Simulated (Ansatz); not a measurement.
## Electronic structure of C₂N₃···C₁₂H₁₀I (SMILES N#C[N-]C#N.c1ccc([I+]c2ccccc2)cc1) in real space

Input

```
crystal:
  periodic: [false, false, false]
  atoms:
    - {symbol: N, position_ang: [-1.715623, 1.597752, -0.331055]}
    - {symbol: C, position_ang: [-1.009515, 1.317306, 0.588647]}
    - {symbol: N, position_ang: [-0.267497, 1.060206, 1.628922]}
    - {symbol: C, position_ang: [0.657523, 0.150914, 1.725740]}
    - {symbol: N, position_ang: [1.518728, -0.663621, 1.870398]}
    - {symbol: C, position_ang: [-2.971425, -2.561862, 1.567886]}
    - {symbol: C, position_ang: [-3.302169, -1.759681, 0.464605]}
    - {symbol: C, position_ang: [-2.308645, -1.344124, -0.436875]}
    - {symbol: C, position_ang: [-1.002416, -1.771670, -0.177357]}
    - {symbol: I, position_ang: [0.515455, -1.314086, -1.636896]}
    - {symbol: C, position_ang: [1.428097, 0.613009, -1.327819]}
    - {symbol: C, position_ang: [0.828924, 1.721617, -1.935410]}
    - {symbol: C, position_ang: [1.506413, 2.946811, -1.828222]}
    - {symbol: C, position_ang: [2.722446, 3.028791, -1.131240]}
    - {symbol: C, position_ang: [3.275387, 1.891794, -0.520016]}
    - {symbol: C, position_ang: [2.625378, 0.649491, -0.605931]}
    - {symbol: C, position_ang: [-0.621776, -2.552784, 0.919016]}
    - {symbol: C, position_ang: [-1.642369, -2.952641, 1.796832]}
    - {symbol: H, position_ang: [-3.759194, -2.872556, 2.270909]}
    - {symbol: H, position_ang: [-4.338482, -1.426578, 0.304920]}
    - {symbol: H, position_ang: [-2.545928, -0.662619, -1.263354]}
    - {symbol: H, position_ang: [-0.153565, 1.660592, -2.420275]}
    - {symbol: H, position_ang: [1.057423, 3.845053, -2.278077]}
    - {symbol: H, position_ang: [3.238221, 3.997564, -1.047593]}
    - {symbol: H, position_ang: [4.210938, 1.964243, 0.054748]}
    - {symbol: H, position_ang: [3.001666, -0.228278, -0.062624]}
    - {symbol: H, position_ang: [0.431718, -2.780246, 1.130576]}
    - {symbol: H, position_ang: [-1.379714, -3.554399, 2.679547]}
basis:
  gaussian: {orbitals: def2-TZVP, fitting: {mean_field: def2-universal-jkfit}, initial_orbitals: start.molden}
hamiltonian: {xc: pbe0, dispersion: d4}
scf: {omitted_lower_state_checks: [starts]}
output: {orbitals: {seedname: orbitals}}
```

Run with:

```sh
ansatz run in.yaml --threads 2 --pin off --events-out ev --progress --plain --max-ram 32768MiB --backend cuda --devices 0, --max-vram 18GiB
```

Geometry: PBE-D4/def2-SVP; core potentials replace the inner electrons of I.

All numbers below come from RKS PBE0-D4/def2-TZVP in Ansatz 0.2.0.

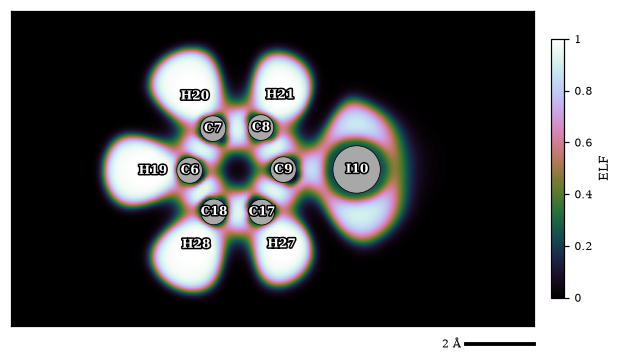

Figure 1. ELF on the plane of atoms C7, C8 and C9. Grey discs cover the atomic cores.

Interpret the plot.

Answer. Atoms in the plane: C, I and H. C–C (1.40 Å): the ELF peaks at about 0.95 between the atoms: a covalent bond. C–I (2.15 Å): the ELF peaks at about 0.85 between the atoms; a covalent bond. C–H (1.10 Å): the ELF climbs to about 1 towards the hydrogen, as it does in any bond to H; a covalent bond by its length. The ELF also peaks beside I10, away from the bonds: lone-pair regions.

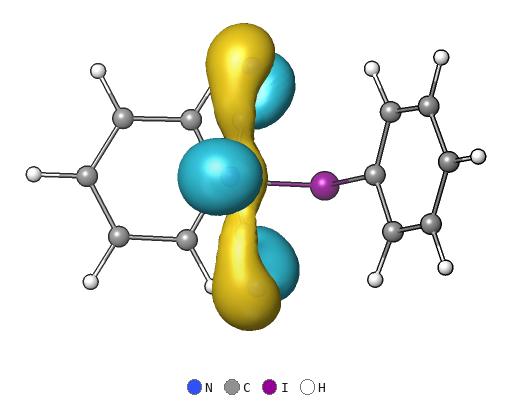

Figure 2. The HOMO−1 at ±0.15 Å⁻³ᐟ² (yellow and cyan are the two phases), seen at a tilt.

What is the character of this orbital?

Answer. Its weight (Hirshfeld) is mainly on N3 (about 30 %), N1 (about 25 %), N5 (about 25 %), C2 (about 10 %) and C4 (about 10 %); largely a combination of lone pairs on N3, N1 and N5. Its energy is −6.42 eV.
